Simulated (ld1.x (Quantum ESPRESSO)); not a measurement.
# Sn: generating and testing a TM potential

Do these settings give a usable potential? It is generated, then checked for transferability, scattering, ghosts and hardness.

The numbers are computed with ld1.x (Quantum ESPRESSO) 7.5 (PBE, scalar-relativistic, spin-unpolarised reference atom).

## 1. The design

Typed settings, in words:

```
element                        : tin (Sn, Z = 50)
type                           : norm-conserving Troullier–Martins (Kleinman–Bylander form)
frozen core                    : [Ar] 3d10
valence charge                 : 22
reference configuration        : 4s2 4p6 4d10 5s2 5p2
partial waves                  : 4s (bound): rc 1.40 bohr; 4p (bound): rc 1.45 bohr; 4d (bound): rc 1.35 bohr
occupied shells without a wave : 5p, 5s
local potential                : the d channel
core correction                : not asked for
```

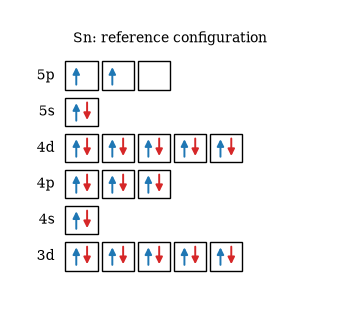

The outer shells as boxes. The arrows follow Hund's rule for the drawing; the calculation itself is spin-unpolarised.

An earlier all-electron run gives the scale for the radii.

All-electron outer shells of the reference configuration (PBE, scalar-relativistic, ld1.x):

| shell | level (eV) | outermost node (bohr) | outermost maximum (bohr) |
| --- | --- | --- | --- |
| 3p | -698.81 | 0.14 | 0.30 |
| 3d | -473.43 | – | 0.25 |
| 4s | -133.93 | 0.40 | 0.74 |
| 4p | -89.70 | 0.41 | 0.79 |
| 4d | -25.84 | 0.39 | 0.88 |
| 5s | -10.55 | 0.98 | 2.01 |
| 5p | -3.69 | 1.09 | 2.55 |

## 2. The generation run

The input, Sn.in:

```
 &input
   title='Sn', zed=50., rel=1, dft='PBE', iswitch=3,
   config='[Kr] 4d10 5s2 5p2',
   nld=3, rlderiv=1.60, eminld=-12.0, emaxld=5.0, deld=0.04
 /
 &inputp
   pseudotype=2, tm=.true., lloc=2,
   nlcc=.false.,
   file_pseudopw='Sn.UPF', file_wfcaegen='ae.wfc', file_wfcncgen='nc.wfc', file_beta='beta', file_chi='chi'
 /
3
4S  1  0   2.00   0.00  1.40  1.40  0.0
4P  2  1   6.00   0.00  1.45  1.45  0.0
4D  3  2  10.00   0.00  1.35  1.35  0.0
 &test
   configts(1)='4s2 4p6 4d10 5s2 5p2'
 /
```

The run is started by

```sh
$ ld1.x < Sn.in > Sn.out
```

What the program wrote to Sn.out (without the banner and most projector matrices):

```text
     Program LD1 v.7.5
     --------------------------- All-electron run ----------------------------

     Sn
     scalar relativistic calculation

     atomic number is 50.00
     dft =PBE   lsd =0 sic =0 latt =0  beta=0.20 tr2=1.0E-14
     Exchange-correlation= PBE
                           (   1   4   3   4   0   0   0)
     mesh =1243 r(mesh) = 100.78374 a.u. xmin = -7.00 dx = 0.01250
     1 Ry =  13.60569312 eV, c = 137.03599908

     n l     nl                  e(Ry)          e(Ha)          e(eV)
     1 0     1S 1( 2.00)     -2132.5094     -1066.2547    -29014.2686
     2 0     2S 1( 2.00)      -321.9321      -160.9660     -4380.1088
     2 1     2P 1( 6.00)      -288.9932      -144.4966     -3931.9523
     3 0     3S 1( 2.00)       -62.1247       -31.0624      -845.2497
     3 1     3P 1( 6.00)       -51.3616       -25.6808      -698.8107
     4 0     4S 1( 2.00)        -9.8437        -4.9218      -133.9301
     4 1     4P 1( 6.00)        -6.5928        -3.2964       -89.7001
     3 2     3D 1(10.00)       -34.7961       -17.3980      -473.4246
     4 2     4D 1(10.00)        -1.8991        -0.9496       -25.8391
     5 0     5S 1( 2.00)        -0.7753        -0.3877       -10.5488
     5 1     5P 1( 2.00)        -0.2715        -0.1358        -3.6941

     final scf error:  8.2E-15 reached in  31 iterations

     Etot =  -12354.410875 Ry,   -6177.205437 Ha, -168090.323077 eV

     Ekin =   12899.149735 Ry,    6449.574868 Ha,  175501.872843 eV
     Encl =  -29875.374000 Ry,  -14937.687000 Ha, -406475.170578 eV
     Eh   =    4951.344976 Ry,    2475.672488 Ha,   67366.480290 eV
     Exc  =    -329.531586 Ry,    -164.765793 Ha,   -4483.505633 eV

     normalization and overlap integrals

     s(1S/1S) =  1.000000  <r> =   0.0291  <r2> =    0.0011  r(max) =   0.0188
     s(2S/2S) =  1.000000  <r> =   0.1255  <r2> =    0.0186  r(max) =   0.1054
     s(2P/2P) =  1.000000  <r> =   0.1096  <r2> =    0.0147  r(max) =   0.0853
     s(3S/3S) =  1.000000  <r> =   0.3393  <r2> =    0.1317  r(max) =   0.3090
     s(3P/3P) =  1.000000  <r> =   0.3377  <r2> =    0.1323  r(max) =   0.3013
     s(4S/4S) =  1.000000  <r> =   0.8186  <r2> =    0.7582  r(max) =   0.7412
     s(4P/4P) =  1.000000  <r> =   0.8859  <r2> =    0.8969  r(max) =   0.7890
     s(3D/3D) =  1.000000  <r> =   0.3146  <r2> =    0.1175  r(max) =   0.2498
     s(4D/4D) =  1.000000  <r> =   1.0991  <r2> =    1.4383  r(max) =   0.8829
     s(5S/5S) =  1.000000  <r> =   2.3966  <r2> =    6.5684  r(max) =   2.0147
     s(5P/5P) =  1.000000  <r> =   3.2510  <r2> =   12.4120  r(max) =   2.5548

     ------------------------ End of All-electron run ------------------------

     --------------------- Generating NC pseudopotential ---------------------

      Generating local pot.: lloc=2, matching radius rcloc =   1.3500

      Wfc   4S  rcut= 1.402  Using Troullier-Martins method

      Wfc   4P  rcut= 1.438  Using Troullier-Martins method

     ------------------- End of pseudopotential generation -------------------

     [... the all-electron block is printed once more ...]


     Computing logarithmic derivative in   1.59879

       Warning: n=1, l=0 expected 0 nodes, found 1
       Setting wfc to zero for this iteration
       (This warning will only be printed once per wavefunction)

       Warning: n=2, l=1 expected 0 nodes, found 1
       Setting wfc to zero for this iteration
       (This warning will only be printed once per wavefunction)

     Computing logarithmic derivative in   1.59879
     Computing the partial wave expansion
     R is outside the sphere for l=    0 j= 0.00
     R is outside the sphere for l=    1 j= 0.00
       no projector for channel:   2

     ---------------------- Testing the pseudopotential ----------------------

     Sn
     scalar relativistic calculation

     atomic number is 50.00   valence charge is 22.00
     dft =PBE   lsd =0 sic =0 latt =0  beta=0.20 tr2=1.0E-14
     mesh =1243 r(mesh) = 100.78374 xmin = -7.00 dx = 0.01250

     n l     nl             e AE (Ry)        e PS (Ry)    De AE-PS (Ry)
     1 0     4S   1( 2.00)       -9.84368       -9.84367       -0.00001
     2 1     4P   1( 6.00)       -6.59284       -6.59284        0.00000
     3 2     4D   1(10.00)       -1.89914       -1.89916        0.00002
     2 0     5S   1( 2.00)       -0.77532       -0.95709        0.18177  !
     3 1     5P   1( 2.00)       -0.27151       -0.28041        0.00891  !

     eps = 6.7E-15  iter = 21

     Etot =  -12354.410875 Ry,   -6177.205437 Ha, -168090.323077 eV
     Etotps =  -436.122000 Ry,    -218.061000 Ha,   -5933.742097 eV

     Ekin =     157.138059 Ry,      78.569029 Ha,    2137.972205 eV
     Encl =    -953.576217 Ry,    -476.788109 Ha,  -12974.065378 eV
     Ehrt =     366.332740 Ry,     183.166370 Ha,    4984.210842 eV
     Ecxc =     -35.816616 Ry,     -17.908308 Ha,    -487.309885 eV
     Epseu=      29.800034 Ry,      14.900017 Ha,     405.450119 eV

     ---------------------- End of pseudopotential test ----------------------
```

Run time: 2.4 s. Hardware: 1 thread, shared host. This counts the later configuration tests of the new file too.

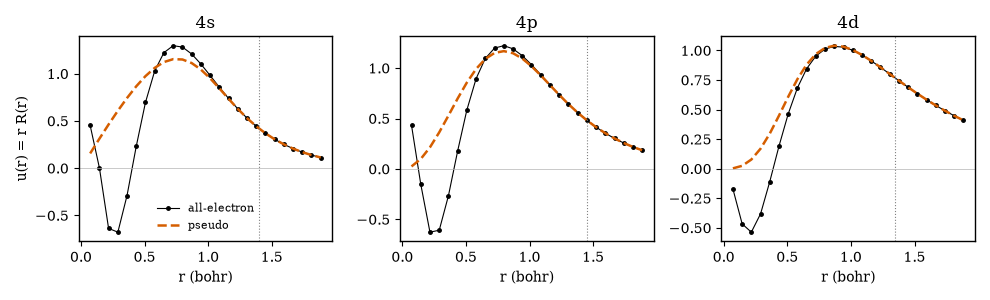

Bound waves of the atom and their pseudo partners (4s, 4p, 4d), with the matching radii dotted. The curves join 26 sampled radii, too few to resolve the innermost nodes.

## 3. Transferability test

The input, Sn.test.in:

```
 &input
   title='Sn', zed=50., rel=1, dft='PBE', iswitch=2,
   config='[Kr] 4d10 5s2 5p2'
 /
 &test
   file_pseudo='Sn.UPF', nconf=8,
   configts(1)='4s2 4p6 4d10 5s2 5p2',
   configts(2)='4s2 4p6 4d10 5s2 5p1',
   configts(3)='4s2 4p6 4d10 5s2 5p0',
   configts(4)='4s2 4p6 4d10 5s1 5p0',
   configts(5)='4s2 4p6 4d10 5s0 5p4',
   configts(6)='4s1 4p6 4d10 5s2 5p2',
   configts(7)='4s2 4p6 4d9 5s2 5p2',
   configts(8)='4s2 4p6 4d10 5s1 5p3'
 /
```

The run is started by

```sh
$ ld1.x < Sn.test.in > Sn.test.out
```

Sn.test.out, the pseudopotential blocks, each with the warnings that came before it:

```text
     Warning: n=1, l=0 expected 0 nodes, found 1
     Warning: n=2, l=1 expected 0 nodes, found 1
     ---------------------- Testing the pseudopotential ----------------------

     Sn
     scalar relativistic calculation

     atomic number is 50.00   valence charge is 22.00
     dft =PBE   lsd =0 sic =0 latt =0  beta=0.20 tr2=1.0E-14
     mesh =1243 r(mesh) = 100.78374 xmin = -7.00 dx = 0.01250

     n l     nl             e AE (Ry)        e PS (Ry)    De AE-PS (Ry)
     1 0     4S   1( 2.00)       -9.84368       -9.84367       -0.00001
     2 1     4P   1( 6.00)       -6.59284       -6.59284        0.00000
     3 2     4D   1(10.00)       -1.89914       -1.89916        0.00002
     2 0     5S   1( 2.00)       -0.77532       -0.95709        0.18177  !
     3 1     5P   1( 2.00)       -0.27151       -0.28041        0.00891  !

     eps = 8.6E-15  iter = 21

     Etot =  -12354.410875 Ry,   -6177.205437 Ha, -168090.323077 eV
     Etotps =  -436.122000 Ry,    -218.061000 Ha,   -5933.742097 eV

     Ekin =     157.138059 Ry,      78.569029 Ha,    2137.972205 eV
     Encl =    -953.576217 Ry,    -476.788109 Ha,  -12974.065378 eV
     Ehrt =     366.332740 Ry,     183.166370 Ha,    4984.210842 eV
     Ecxc =     -35.816616 Ry,     -17.908308 Ha,    -487.309885 eV
     Epseu=      29.800034 Ry,      14.900017 Ha,     405.450119 eV

     ---------------------- End of pseudopotential test ----------------------

     ---------------------- Testing the pseudopotential ----------------------

     Sn
     [...]
     n l     nl             e AE (Ry)        e PS (Ry)    De AE-PS (Ry)
     1 0     4S   1( 2.00)      -10.43088      -10.44143        0.01054  !
     2 1     4P   1( 6.00)       -7.18006       -7.19147        0.01141  !
     3 2     4D   1(10.00)       -2.48469       -2.49726        0.01258  !
     2 0     5S   1( 2.00)       -1.30909       -1.51673        0.20764  !
     3 1     5P   1( 1.00)       -0.75374       -0.77175        0.01801  !

     eps = 1.3E-15  iter = 21

     Etot =  -12353.905608 Ry,   -6176.952804 Ha, -168083.448573 eV
     Etotps =  -435.603263 Ry,    -217.801631 Ha,   -5926.684319 eV
     dEtot_ae =       0.505267 Ry
     dEtot_ps =       0.518737 Ry,   Delta E=      -0.013470 Ry

     [...]
     ---------------------- End of pseudopotential test ----------------------

     ---------------------- Testing the pseudopotential ----------------------

     Sn
     [...]
     n l     nl             e AE (Ry)        e PS (Ry)    De AE-PS (Ry)
     1 0     4S   1( 2.00)      -11.12662      -11.14648        0.01985  !
     2 1     4P   1( 6.00)       -7.87557       -7.89722        0.02165  !
     3 2     4D   1(10.00)       -3.17575       -3.19980        0.02405  !
     2 0     5S   1( 2.00)       -1.91763       -2.15752        0.23988  !
     3 1     5P   1( 0.00)       -1.30765       -1.33562        0.02797  !

     eps = 2.0E-15  iter = 25

     Etot =  -12352.880119 Ry,   -6176.440059 Ha, -168069.496083 eV
     Etotps =  -434.554507 Ry,    -217.277254 Ha,   -5912.415271 eV
     dEtot_ae =       1.530756 Ry
     dEtot_ps =       1.567493 Ry,   Delta E=      -0.036737 Ry

     [...]
     ---------------------- End of pseudopotential test ----------------------

     ---------------------- Testing the pseudopotential ----------------------

     Sn
     [...]
     n l     nl             e AE (Ry)        e PS (Ry)    De AE-PS (Ry)
     1 0     4S   1( 2.00)      -12.01256      -12.14376        0.13120  !
     2 1     4P   1( 6.00)       -8.76001       -8.88306        0.12306  !
     3 2     4D   1(10.00)       -4.04706       -4.15630        0.10924  !
     2 0     5S   1( 1.00)       -2.64311       -2.97866        0.33555  !
     3 1     5P   1( 0.00)       -1.96962       -2.03903        0.06941  !

     eps = 6.1E-15  iter = 19

     Etot =  -12350.603760 Ry,   -6175.301880 Ha, -168038.524645 eV
     Etotps =  -431.991844 Ry,    -215.995922 Ha,   -5877.548463 eV
     dEtot_ae =       3.807115 Ry
     dEtot_ps =       4.130156 Ry,   Delta E=      -0.323041 Ry

     [...]
     ---------------------- End of pseudopotential test ----------------------

     ---------------------- Testing the pseudopotential ----------------------

     Sn
     [...]
     n l     nl             e AE (Ry)        e PS (Ry)    De AE-PS (Ry)
     1 0     4S   1( 2.00)      -10.06425      -10.21935        0.15510  !
     2 1     4P   1( 6.00)       -6.81253       -6.95437        0.14184  !
     3 2     4D   1(10.00)       -2.10929       -2.22171        0.11242  !
     2 0     5S   1( 0.00)       -0.89659       -1.15273        0.25614  !
     3 1     5P   1( 4.00)       -0.35892       -0.39437        0.03545  !

     eps = 1.7E-15  iter = 14

     Etot =  -12353.368240 Ry,   -6176.684120 Ha, -168076.137310 eV
     Etotps =  -434.684581 Ry,    -217.342291 Ha,   -5914.185020 eV
     dEtot_ae =       1.042635 Ry
     dEtot_ps =       1.437419 Ry,   Delta E=      -0.394784 Ry

     [...]
     ---------------------- End of pseudopotential test ----------------------

     Warning: n=2, l=0 expected 1 nodes, found 2
     ---------------------- Testing the pseudopotential ----------------------

     Sn
     [...]
     n l     nl             e AE (Ry)        e PS (Ry)    De AE-PS (Ry)
     1 0     4S   1( 1.00)      -11.09480      -11.07177       -0.02304  !
     2 1     4P   1( 6.00)       -7.81016       -7.77826       -0.03190  !
     3 2     4D   1(10.00)       -3.02276       -2.99052       -0.03224  !
     2 0     5S   1( 2.00)       -1.49016       -1.76711        0.27695  !
     3 1     5P   1( 2.00)       -0.87364       -0.89174        0.01810  !

     eps = 6.9E-16  iter = 21

     Etot =  -12343.960466 Ry,   -6171.980233 Ha, -167948.138030 eV
     Etotps =  -425.677434 Ry,    -212.838717 Ha,   -5791.636540 eV
     dEtot_ae =      10.450408 Ry
     dEtot_ps =      10.444566 Ry,   Delta E=       0.005842 Ry

     [...]
     ---------------------- End of pseudopotential test ----------------------

     ---------------------- Testing the pseudopotential ----------------------

     Sn
     [...]
     n l     nl             e AE (Ry)        e PS (Ry)    De AE-PS (Ry)
     1 0     4S   1( 2.00)      -10.96610      -10.93488       -0.03121  !
     2 1     4P   1( 6.00)       -7.69433       -7.67003       -0.02429  !
     3 2     4D   1( 9.00)       -2.93573       -2.92114       -0.01459  !
     2 0     5S   1( 2.00)       -1.48133       -1.73308        0.25176  !
     3 1     5P   1( 2.00)       -0.87023       -0.89056        0.02033  !

     eps = 9.4E-15  iter = 21

     Etot =  -12352.008099 Ry,   -6176.004049 Ha, -168057.631642 eV
     Etotps =  -433.724987 Ry,    -216.862494 Ha,   -5901.129075 eV
     dEtot_ae =       2.402776 Ry
     dEtot_ps =       2.397013 Ry,   Delta E=       0.005763 Ry

     [...]
     ---------------------- End of pseudopotential test ----------------------

     ---------------------- Testing the pseudopotential ----------------------

     Sn
     [...]
     n l     nl             e AE (Ry)        e PS (Ry)    De AE-PS (Ry)
     1 0     4S   1( 2.00)       -9.95746      -10.03249        0.07503  !
     2 1     4P   1( 6.00)       -6.70622       -6.77393        0.06771  !
     3 2     4D   1(10.00)       -2.00782       -2.06192        0.05409  !
     2 0     5S   1( 1.00)       -0.83895       -1.05875        0.21980  !
     3 1     5P   1( 3.00)       -0.31727       -0.33946        0.02220  !

     eps = 3.2E-15  iter = 26

     Etot =  -12353.897991 Ry,   -6176.948995 Ha, -168083.344936 eV
     Etotps =  -435.423803 Ry,    -217.711902 Ha,   -5924.242644 eV
     dEtot_ae =       0.512884 Ry
     dEtot_ps =       0.698197 Ry,   Delta E=      -0.185313 Ry

     [...]
     ---------------------- End of pseudopotential test ----------------------
```

Energies count from the reference configuration 4s2 4p6 4d10 5s2 5p2; the error is all-electron less pseudo. A star marks tests that logged a warning.

```tsv
valence configuration	charge	ΔE all-electron (eV)	error AE − PS (meV)
4s2 4p6 4d10 5s2 5p1	+1	6.875	-183
4s2 4p6 4d10 5s2 5p0	+2	20.827	-500
4s2 4p6 4d10 5s1 5p0	+3	51.798	-4395
4s2 4p6 4d10 5s0 5p4	0	14.186	-5371
4s1 4p6 4d10 5s2 5p2 *	+1	142.185	+79
4s2 4p6 4d9 5s2 5p2	+1	32.691	+78
4s2 4p6 4d10 5s1 5p3	0	6.978	-2521
```

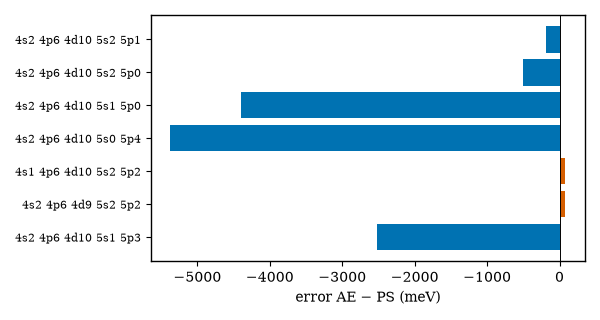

Error of the potential in each test configuration.

## 4. Does it scatter like the atom?

Taken from the files of the generation run. The phase is arctan(r·u′/u) with u = r·R, unwrapped, with energies in Ry. A pole is an energy at which the radial function vanishes at the test radius. The pseudo phase is shifted by a multiple of π to meet the all-electron one at the reference energy. Levels narrower than the energy grid can be missing from the poles. The last column is the largest difference on the grid between −1 and +1 Ry.

| channel | radius (bohr) | reference (Ry) | poles AE | poles PS | window around the reference with phases within 0.05 rad (Ry) | largest difference near zero (rad) |
| --- | --- | --- | --- | --- | --- | --- |
| s | 1.60 | -9.84 | -9.48 | -9.48, 3.62 | below -2.8 | 1.170 |
| p | 1.60 | -6.59 | -5.97 | -5.97 | below 1.2 | 0.041 |
| d | 1.60 | -1.90 | -0.51 | -0.51 | the whole range | 0.000 |

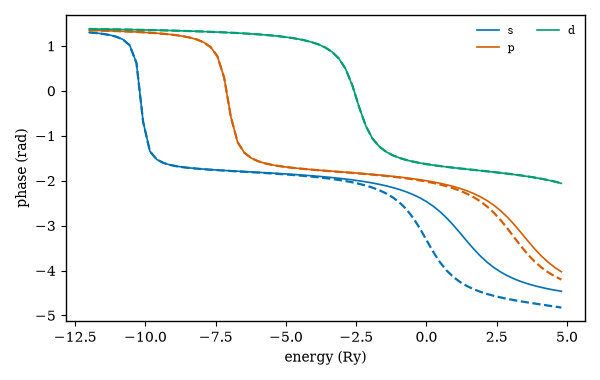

All-electron (solid) and pseudo (dashed) phases against energy.

## 5. Cutoff and ghost test in a Bessel basis

This step uses the generator's waves and projectors in a separate script. Basis: spherical Bessel functions vanishing at 20 bohr, q² up to the cutoff; potential fixed at the reference.

All-electron valence levels (Ry): 4s -9.8437, 5s -0.7753, 4p -6.5928, 5p -0.2715, 4d -1.8991. The lowest levels of each channel (Ry) by cutoff; the last column sums, over occupied levels, occupation times the distance from the level at 400 Ry. A positive value at high cutoff is not a bound level.

| cutoff (Ry) | s #1 | s #2 | p #1 | p #2 | d #1 | f #1 | Σ f·Δε (mRy) |
| --- | --- | --- | --- | --- | --- | --- | --- |
| 8 | -9.0371 | -0.6072 | -3.2169 | -0.0806 | -0.0281 | 0.1045 | 41678.3 |
| 21 | -9.7667 | -0.8951 | -6.0713 | -0.2233 | -0.7848 | 0.1045 | 14664.7 |
| 40 | -9.8246 | -0.9302 | -6.5837 | -0.2766 | -1.6175 | 0.1045 | 2970.9 |
| 70 | -9.8405 | -0.9515 | -6.5920 | -0.2804 | -1.8868 | 0.1045 | 146.2 |
| 100 | -9.8433 | -0.9568 | -6.5928 | -0.2804 | -1.8989 | 0.1045 | 4.0 |
| 110 | -9.8435 | -0.9569 | -6.5928 | -0.2804 | -1.8989 | 0.1045 | 2.7 |
| 160 | -9.8436 | -0.9571 | -6.5928 | -0.2804 | -1.8991 | 0.1045 | 0.5 |
| 200 | -9.8437 | -0.9571 | -6.5928 | -0.2804 | -1.8991 | 0.1045 | 0.1 |
| 400 | -9.8437 | -0.9571 | -6.5928 | -0.2804 | -1.8991 | 0.1045 | 0.0 |

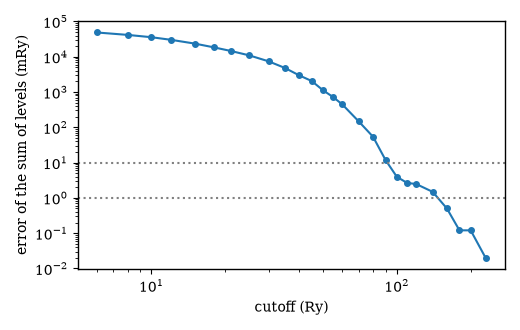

Occupation-weighted error of the valence levels against the cutoff; the dotted lines mark 10 and 1 mRy.

The sum stays within 10 mRy from 100 Ry and within 1 mRy from 160 Ry. The sum leaves out empty levels, which can need more. Ghost test: no level below the all-electron spectrum of its channel (s, p, d, f tested).

## 6. What came out

| quantity | value |
| --- | --- |
| cutoffs for 10 and 1 mRy, occupied levels | 100 Ry and 160 Ry |
| bound ghosts | none found |
| largest miss of a reference level | 2473 meV (5s) |
| largest test error (AE − PS) | -5371 meV, for 4s2 4p6 4d10 5s0 5p4 |
| largest phase difference near zero energy, channels read | 1.170 rad |

In words: Already in the reference configuration the 5s level is off by 2473 meV; it has no partial wave or projector of its own. By total energies transferability is poor: the largest error is 5371 meV on 14.2 eV, for 4s2 4p6 4d10 5s0 5p4. By its cutoff, 100 Ry for the looser tolerance, it is hard. It is free of bound ghosts as far as tested. Of the channels read, s scatters worst near zero energy, by up to 1.17 rad. These are tests on the free atom; a crystal test is still owed.
